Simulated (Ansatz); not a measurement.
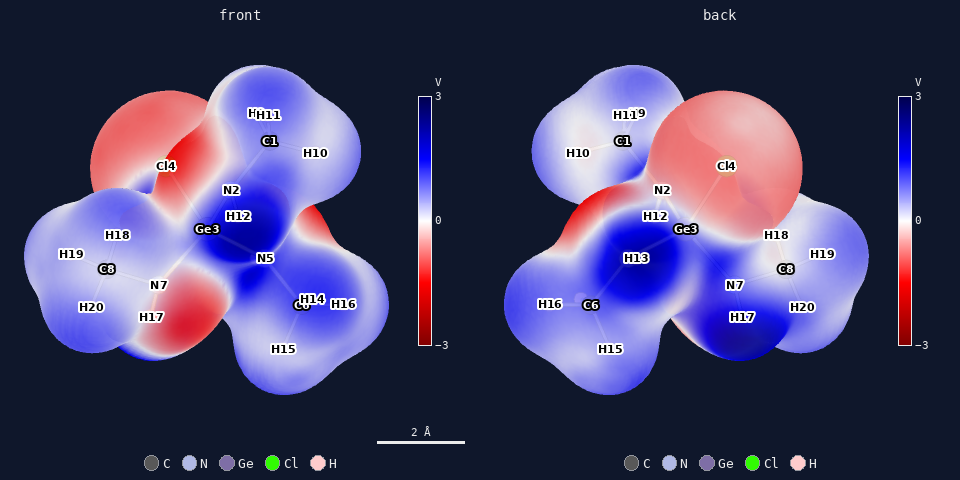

The picture shows: C₃H₁₂ClGeN₃. The electrostatic potential painted on the density surface at 0.004 e/bohr³, seen from the front and from behind; the colour scale runs from red (negative) to blue (positive).

Geometry: PBE0-D4/def2-TZVP.

All numbers below come from RKS PBE0-D4/def2-TZVPP in Ansatz 0.2.0.

Input

```
crystal:
  periodic: [false, false, false]
  atoms:
    - {symbol: C, position_ang: [2.402755, 1.122691, 0.287597]}
    - {symbol: N, position_ang: [1.483175, 0.117258, -0.203748]}
    - {symbol: Ge, position_ang: [-0.128657, -0.158896, 0.571413]}
    - {symbol: Cl, position_ang: [0.252937, -0.628534, 2.655652]}
    - {symbol: N, position_ang: [-1.212853, 1.291591, 0.679230]}
    - {symbol: C, position_ang: [-1.781414, 1.903520, -0.502100]}
    - {symbol: N, position_ang: [-0.873223, -1.522974, -0.367346]}
    - {symbol: C, position_ang: [-0.210399, -2.812974, -0.456641]}
    - {symbol: H, position_ang: [2.447298, 1.070588, 1.377450]}
    - {symbol: H, position_ang: [2.129909, 2.150517, 0.015940]}
    - {symbol: H, position_ang: [3.411836, 0.926126, -0.085256]}
    - {symbol: H, position_ang: [1.465335, 0.034543, -1.209046]}
    - {symbol: H, position_ang: [-1.794175, 1.341017, 1.500712]}
    - {symbol: H, position_ang: [-1.043190, 1.897805, -1.308524]}
    - {symbol: H, position_ang: [-2.682905, 1.404969, -0.882635]}
    - {symbol: H, position_ang: [-2.030709, 2.951086, -0.308144]}
    - {symbol: H, position_ang: [-1.867604, -1.609907, -0.214221]}
    - {symbol: H, position_ang: [0.858954, -2.660502, -0.612757]}
    - {symbol: H, position_ang: [-0.327487, -3.431736, 0.441715]}
    - {symbol: H, position_ang: [-0.591185, -3.376987, -1.313190]}
basis:
  gaussian: {orbitals: def2-TZVPP}
hamiltonian: {xc: pbe0, dispersion: d4}
output: {orbitals: {seedname: orbitals}}
```

Run with:

```sh
ansatz run in.yaml --threads 4 --pin off --events-out ev --progress --plain --max-ram 46080MiB --backend cuda --devices 0, --max-vram 37GiB
```

Which sites attract a positive test charge, and which a negative one?

A positive charge is drawn to the negative regions and a negative charge to the positive ones. The most negative region (about −1.4 V, or −32 kcal/mol for a unit charge) lies over N2 and N5, the most positive (about +2.3 V, or +53 kcal/mol for a unit charge) over H12, H13 and H17.
